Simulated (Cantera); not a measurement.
Input: 1 mol SiHCl3, 0.01 mol CH4, 25 mol H2, at 100000 Pa.

These are equilibrium values from Cantera (NASA tables, ideal gas, pure condensed phases), not measurements of a reactor. Candidate condensed phases: C, C6H6, C7H8, C8H18, Si, SiC; 109 gas species. Mutual solubility and eutectic melting of coexisting phases are not modelled. The tables' values for SiCl3, SiCl are old estimates; treat these amounts as uncertain. Gases not in the tables: Si2H6 and higher silanes. Rates play no part.

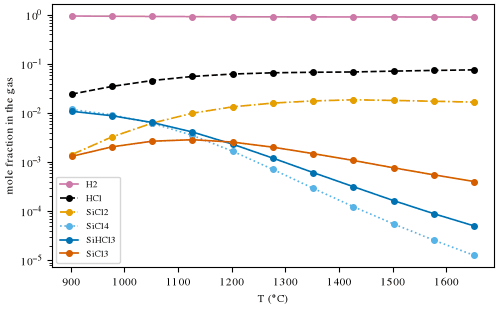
Figure: Equilibrium gas composition (values under 1e-9 drawn at 1e-9)

From 902 °C to 1352 °C the condensed part is Si(s) + SiC(s). From 1427 °C to 1652 °C the condensed part is Si(l) + SiC(s). The main Si-bearing gas is SiCl4 at 902 °C and SiCl2 at 1652 °C. The share of Si in condensed phases is highest at 1652 °C (53.0 %) and lowest at 902 °C (29.3 %).
